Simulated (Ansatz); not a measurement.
Input file:

```
crystal:
  periodic: [false, false, false]
  atoms:
    - {symbol: C, position_ang: [-1.258679, 0.279730, -2.453559]}
    - {symbol: Cl, position_ang: [1.200519, 0.224337, -0.372931]}
    - {symbol: Cl, position_ang: [-0.817013, -2.443298, -0.847754]}
    - {symbol: Si, position_ang: [-0.749107, -0.367740, -0.781953]}
    - {symbol: Te, position_ang: [-2.110537, 0.538289, 1.123940]}
    - {symbol: H, position_ang: [-1.186124, 1.377488, -2.469632]}
    - {symbol: H, position_ang: [-0.602714, -0.140060, -3.232418]}
    - {symbol: H, position_ang: [-2.297905, -0.012706, -2.669950]}
    - {symbol: H, position_ang: [-3.495307, -0.156104, 0.491272]}
basis:
  gaussian: {orbitals: def2-SVPD}
output: {forces: true, orbitals: {seedname: orbitals}}
hamiltonian: {xc: {name: PBE0}}
```

Run with:

```sh
ansatz run input.yaml --threads 2 --pin off --max-ram 4350MiB --events-out events.jsonl --progress --plain --runs-dir runs
```

Geometry: B3LYP-D3(BJ)/def2-SVP; core potentials replace the inner electrons of Te.

Theory: isolated molecule in a Gaussian basis; Kohn-Sham density functional theory, functional PBE0 (Ansatz).

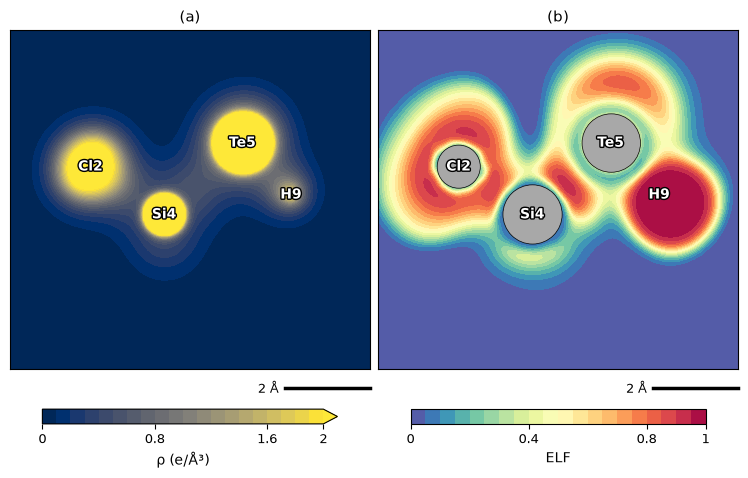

CH$_{4}$Cl$_{2}$SiTe. (a) electron density; (b) ELF on the plane of atoms Si4, Te5 and H9. Grey discs cover the atomic cores in the ELF map.

> What do the fields say about this system?

- Atoms in the plane: Cl, Si, Te and H.
- Si–Cl (2.08 Å): ρ at the midpoint is about 0.84 e/Å³; the ELF peaks at about 0.90 between the atoms; a polar covalent bond.
- Si–Te (2.51 Å): the density is about 0.58 e/Å³ at the midpoint; the ELF peaks at about 0.90 between the atoms; localised, covalent bonding.
- Te–H (1.67 Å): the density is about 1.2 e/Å³ at the midpoint; the ELF climbs to about 1 towards the hydrogen, as it does in any bond to H.
- The ELF also peaks beside Cl2 and Te5, away from the bonds: lone-pair regions.
